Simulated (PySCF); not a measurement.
## A study: AlI$_{3}$, SMILES `I[Al](I)I`

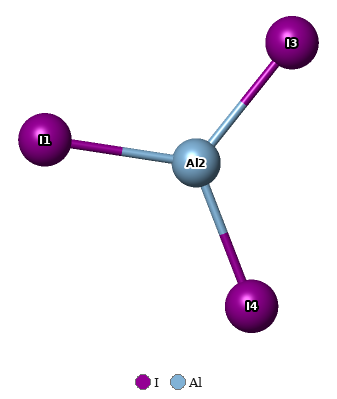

The molecule, with its atoms numbered as below. No frequency check shows the geometry to be a minimum.

Cartesian coordinates (Å):

```
I1      -1.8281   -1.7232    0.0000
Al2     -0.0007    0.0000    0.0000
I3      -0.5781    2.4449    0.0000
I4       2.4065   -0.7217    0.0000
```

### 1. Bonding charge

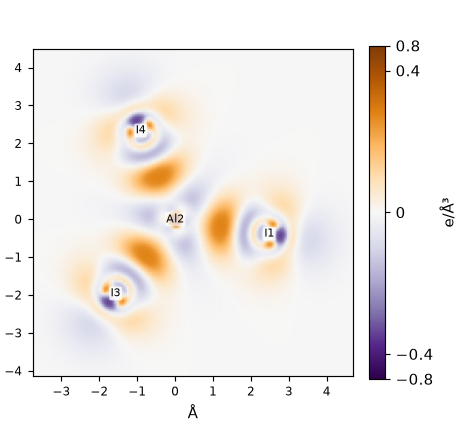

Deformation density (molecule less spherical, spin-averaged free atoms) in the molecular plane; colour scale in e/Å³, logarithmic beyond ±0.1; orange: gain, purple: loss.

Method: PBE0/def2-TZVP; geometry: GFN2-xTB; program: PySCF. Core potentials replace the inner electrons of I; spin–orbit coupling isn't included.

> Describe the bonding that the map shows.

I1–Al2, Al2–I3 and Al2–I4: +0.07 e/Å³ at the bond critical point (bond length 2.51 Å, Mayer order 1.2). In all, 0.9 electrons gather in the regions of gain relative to the promolecule. A small or negative value marks a very polar bond, one between electron-rich atoms, whose free-atom densities already overlap strongly, a long bond to a heavier atom, or a closed-shell contact such as a hydrogen bond.

### 2. Bond critical points

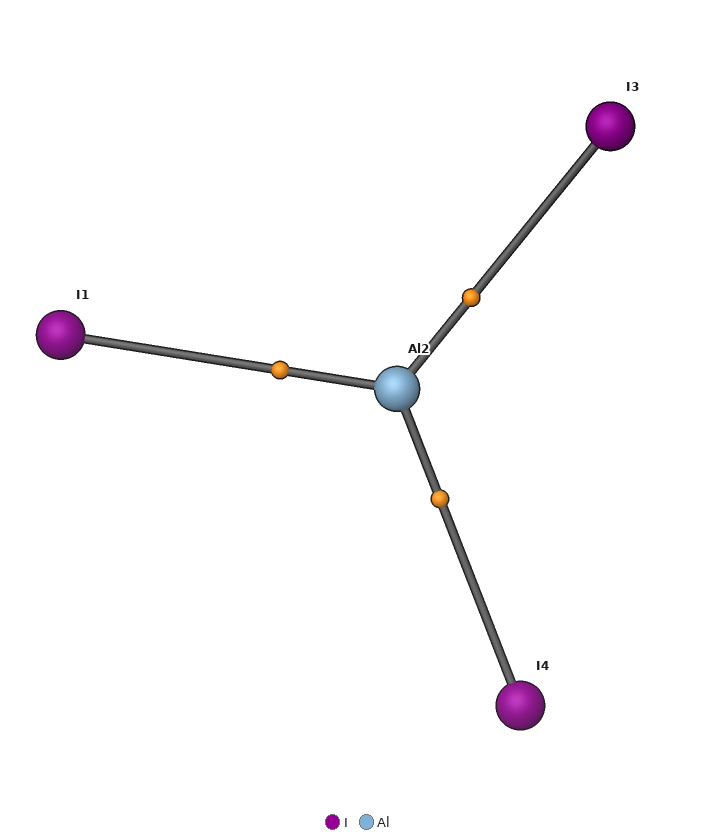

Molecular graph of the electron density (QTAIM): bond paths, bond critical points (orange), ring points (yellow, if any); weak paths are dashed.

> How many critical points of each kind are there, and does the count close?

4 nuclei, 3 bond, 0 ring and 0 cage critical points: 4 − 3 + 0 − 0 = 1, as the Poincaré–Hopf relation requires.

> Give the properties at the bond critical points.

```json
{"bond": "I1–Al2 (3 alike)", "length (Å)": "2.512", "ρ (a.u.)": "0.057", "∇²ρ (a.u.)": "+0.08", "ε": "0.06", "H (a.u.)": "−0.018"}
```

> What kind of interaction is I1–Al2?

Polar or intermediate (positive Laplacian, negative energy density H): ρ = 0.057, ∇²ρ = +0.08, H = −0.018 a.u.

### 3. Local ionisation energy

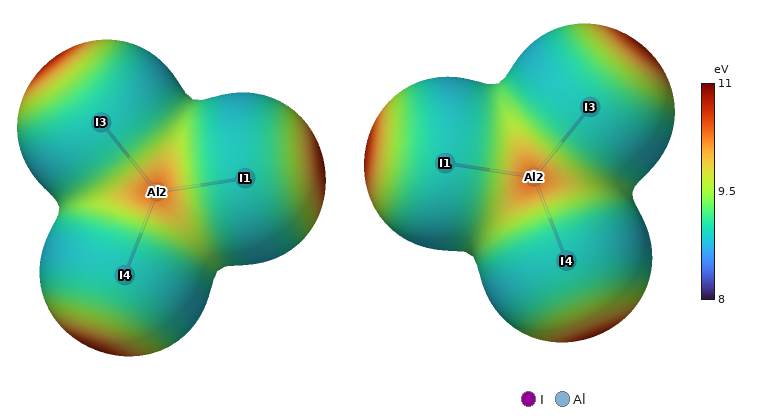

Average local ionisation energy on the surface of electron density 0.001 a.u. (back view left, front view right).

> Where are the most loosely bound electrons on this surface?

The lowest value is 8.8 eV, 2.4 Å from I4, and at like points elsewhere. For comparison, the highest occupied orbital lies at −7.8 eV.

### 4. In an electric field

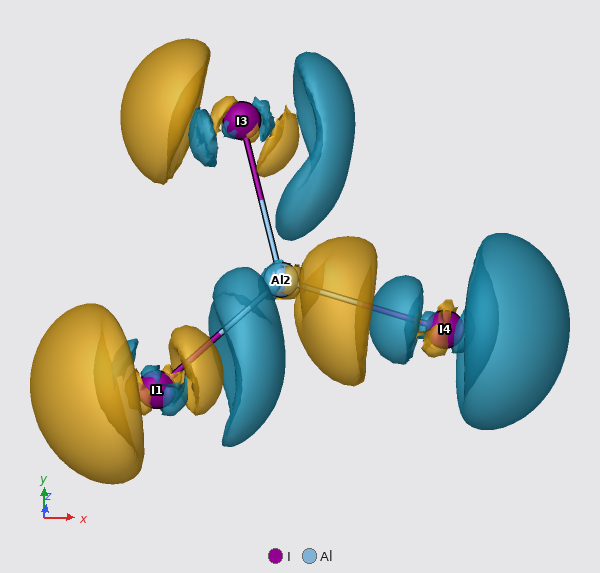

Change of the electron density in a uniform field of 0.21 V/Å, surfaces at ±0.002 e/Å³ (yellow: gain, teal: loss).

Computed with PySCF, PBE0/def2-TZVP, geometry: GFN2-xTB. Core potentials replace the inner electrons of I; spin–orbit coupling isn't included. A basis without diffuse functions makes polarisabilities too small.

> Along which Cartesian direction does the field point?

Along +x: electrons gather on the −x side, against the field.

> What dipole is induced, and what polarisability does it imply?

The induced dipole is 1.51 D (along the field); α along this axis, from the fields in both directions, is 149 bohr³ (22.1 Å³).

> Which atoms gain and lose the most charge?

Electrons gather most on I1 (Hirshfeld charge changes by −0.031 e) and leave I4 most (+0.042 e); 0.098 electrons are displaced in all.

### 5. Removing or adding an electron

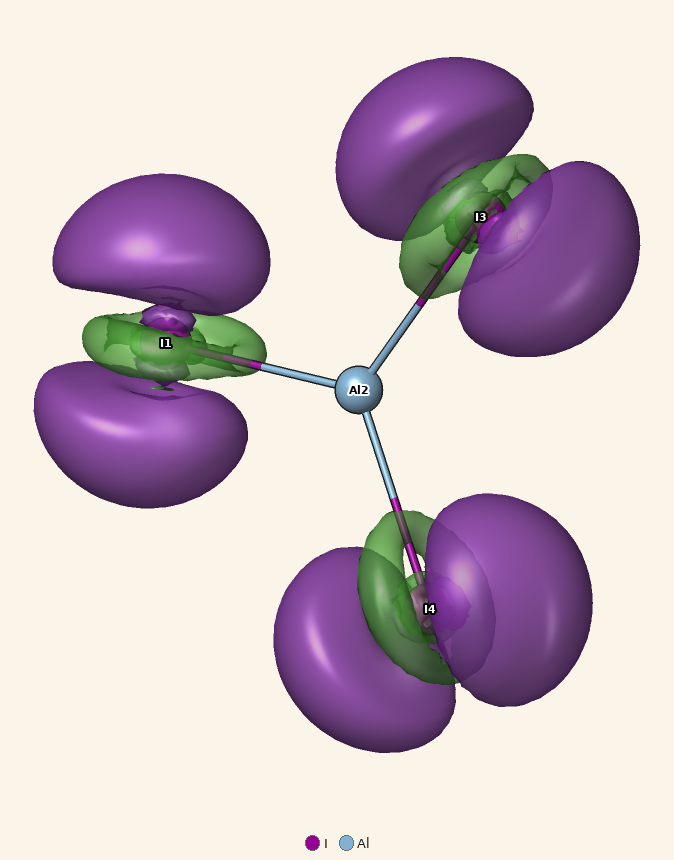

Fukui function f⁻ = ρ(N) − ρ(N−1) at fixed geometry, surfaces at ±0.01 e/Å³ (purple positive, green negative).

Computed with PySCF, PBE0/def2-TZVP, geometry: GFN2-xTB. Core potentials replace the inner electrons of I; spin–orbit coupling isn't included.

> Which atoms respond most to the removal of an electron?

f⁻ (Hirshfeld-condensed) is largest on I1, I3 and I4 (0.31 each); the vertical ionisation energy is 9.40 eV (the stability of the cation's solution wasn't checked). Condensed values hint at sites of electrophilic attack but needn't mark the atom that reacts. Orbital relaxation makes it negative in places (0.09 e in all).
